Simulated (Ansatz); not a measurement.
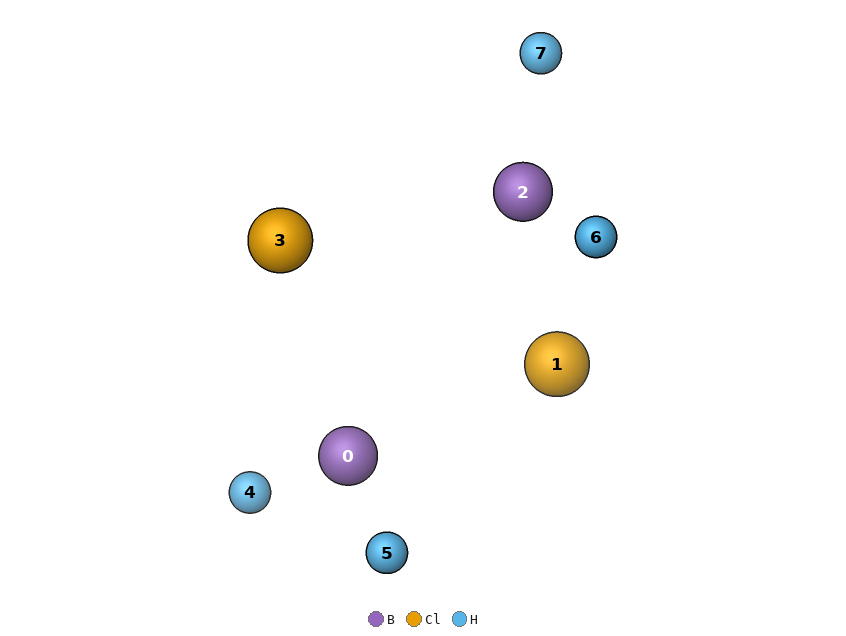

Starting geometry of the run. Atoms are numbered from 0, in the order of the input.

Ansatz 0.2.0 input:

```yaml
crystal:
  periodic: [false, false, false]
  atoms:
    - {symbol: B, position_ang: [-0.429902, 1.435588, -0.543262]}
    - {symbol: Cl, position_ang: [-1.675198, -0.223894, 0.739614]}
    - {symbol: B, position_ang: [0.437323, -1.429339, 0.553712]}
    - {symbol: Cl, position_ang: [1.223923, -0.154704, -1.371630]}
    - {symbol: H, position_ang: [-1.262114, 1.929506, -1.669901]}
    - {symbol: H, position_ang: [0.244021, 2.353125, 0.412159]}
    - {symbol: H, position_ang: [1.281256, -1.073420, 1.724171]}
    - {symbol: H, position_ang: [0.180691, -2.836861, 0.155124]}
basis:
  gaussian: {orbitals: def2-TZVPD}
magnetization: {spin_polarized: true, initial_magnetization: 0}
hamiltonian: {xc: {name: PBE0}}
output: {forces: true}
```

Command:

```sh
ansatz run in.yaml --threads 2 --pin off --events-out ev --progress --plain --max-ram 22528MiB --backend cpu
```

Result:

```
Functional definition: PBE0
  name "PBE0"
  cite "Adamo & Barone, J. Chem. Phys. 110, 6158 (1999) doi:10.1063/1.478522"
  cite "Perdew, Burke & Ernzerhof, Phys. Rev. Lett. 77, 3865 (1996) doi:10.1103/PhysRevLett.77.3865"
  parent pbe
  parameter a = 0.25
  parameter kappa = 0.804
  parameter beta = 0.06672455060314922
  exchange = (1 - a)*pbe_x(kappa = kappa, mu = beta*pi^2/3) + a*exact_x
  correlation = pbe_c(beta = beta)
1150 factors; their error is unknown
mean field evaluation 1: about -26448.7882 eV, gradient 8.5e0 eV
mean field evaluation 2: about -26448.7247 eV, gradient 9.8e0 eV
mean field evaluation 4: about -26449.1851 eV, gradient 6.8e-1 eV
mean field evaluation 8: about -26449.2376 eV, gradient 1.5e-1 eV
mean field evaluation 16: about -26449.2377 eV, gradient 2.9e-5 eV
mean field -26449.23765685 eV, -971.9915559521 hartree, gradient 2.9e-5 eV, S^2 0.000000; 0 other end points of the search recorded, 0 dependent functions left out
the calculation of the forces begins
reference -26449.23770990 eV, -971.9915579018 hartree; 24, 24 occupied and 178, 178 virtual orbitals, 1150 factors
Total energy: -26449.23770990 eV, -971.9915579018 hartree
Atom 0 at    -0.429902     1.435588    -0.543262 Å, force    -0.152488     1.718238    -0.153599 eV/Å
Atom 1 at    -1.675198    -0.223894     0.739614 Å, force     2.854320     0.370025    -1.290146 eV/Å
Atom 2 at     0.437323    -1.429339     0.553712 Å, force     0.738930    -1.226601     0.973970 eV/Å
Atom 3 at     1.223923    -0.154704    -1.371630 Å, force    -2.113582     0.251443     2.327613 eV/Å
Atom 4 at    -1.262114     1.929506    -1.669901 Å, force     2.100177    -1.668392     2.829487 eV/Å
Atom 5 at     0.244021     2.353125     0.412159 Å, force    -1.611473    -2.694814    -2.300852 eV/Å
Atom 6 at     1.281256    -1.073420     1.724171 Å, force    -2.259803    -0.553026    -3.120935 eV/Å
Atom 7 at     0.180691    -2.836861     0.155124 Å, force     0.443919     3.803127     0.734461 eV/Å
Dipole moment:     0.063801     0.053535     0.089378 e Å
```

Self-consistency was reached.
